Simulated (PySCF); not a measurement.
# MoO₂Cl₂: structure of the singlet

The task is one start of a wider search on MoO₂Cl₂: the singlet, from a tetrahedral start. It is relaxed, tested by its Hessian and followed downhill if it is a saddle.

The runs use PySCF 2.14.0; PBE0, basis Mo def2-TZVP with ECP28, O def2-TZVP, Cl def2-TZVP, scalar-relativistic core potentials, no spin–orbit coupling, density fitting.

### Step 1. The starting structure

5 atoms, charge 0, spin multiplicity 1.

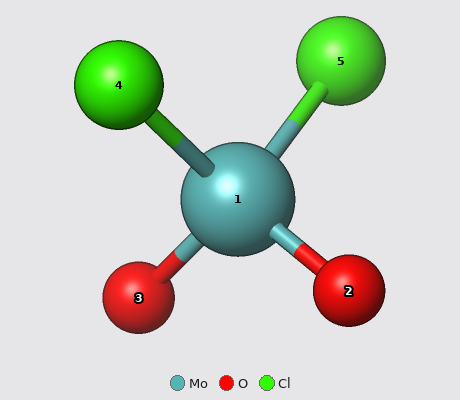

The starting geometry (molybdenum teal, oxygen red, chlorine green); atoms are numbered from 1 in the order of the file.

```xyz
5
charge 0 multiplicity 1
Mo    0.0000    0.0000    0.0000
O     0.0000    1.4534   -1.0276
O     0.0000   -1.4534   -1.0276
Cl    1.9352    0.0000    1.3682
Cl   -1.9352    0.0000    1.3682
```

### Step 2. Finding the electronic state

One driver script runs all steps and calls PySCF; scf.py shows how it sets up the SCF of each step. The optimiser is the driver's own. After this first run the driver tries any further starts and a stability analysis.

Input file scf.py:

```python
from pyscf import gto, scf, dft
mol = gto.M(atom='''
Mo     0.000000     0.000000     0.000000
O      0.000000     1.453400    -1.027600
O     -0.000000    -1.453400    -1.027600
Cl     1.935200     0.000000     1.368200
Cl    -1.935200     0.000000     1.368200''',
    basis={'Mo': 'def2-TZVP', 'O': 'def2-TZVP', 'Cl': 'def2-TZVP'},
    ecp={'Mo': 'def2-TZVP'},
    charge=0, spin=0)
mf = dft.RKS(mol, xc='PBE0')
mf.grids.atom_grid = (50, 194)
aux = {'Mo': 'def2-universal-JKFIT', 'O': 'def2-universal-JKFIT', 'Cl': 'def2-universal-JKFIT'}
mf = mf.density_fit(auxbasis=aux)
mf.conv_tol = 1e-08
mf.diis_space = 10
mf.max_cycle = 60
mf.init_guess = 'minao'
mf.verbose = 4
mf.kernel()
```

Command:

```sh
OMP_NUM_THREADS=4 python axn.py task.json out
```

The runs that follow: Relaxation: tetrahedral start, singlet; Vibrations and properties at this point.

**Question.** What will these runs give? Wanted: minimum; geometry; wavenumbers; dipole moment; highest occupied, lowest empty level; polar-tensor charge of Mo1; zero-point energy; atomisation energy.

As calculated:

| quantity | value |
| --- | --- |
| minimum | singlet, C2v |
| geometry | Mo–Cl 2.243 Å (×2), Mo–O 1.663 Å (×2); Cl–Mo–Cl 111.7°, Cl–Mo–O 109.6° (×4), O–Mo–O 106.7° |
| wavenumbers (cm⁻¹) | 120 (a1), 182 (b2), 215 (a2), 246 (b1), 354 (a1), 450 (a1), 465 (b1), 1049 (b2), 1082 (a1) |
| dipole moment | 1.23 D |
| highest occupied, lowest empty level | -9.97, -3.81 eV |
| polar-tensor charge of Mo1 | +2.19 e |
| zero-point energy | 24.9 kJ/mol |
| entropy at 298.15 K | 337.8 J/(mol K) |
| atomisation energy (no zero-point energy) | 1943 kJ/mol |

In words: The molecule stays C2v, as typed, and the end point is a minimum. The strongest infrared band lies at 1049 cm⁻¹ (b2, stretch). Only this shape and spin were tried, so other structures or states may lie lower.
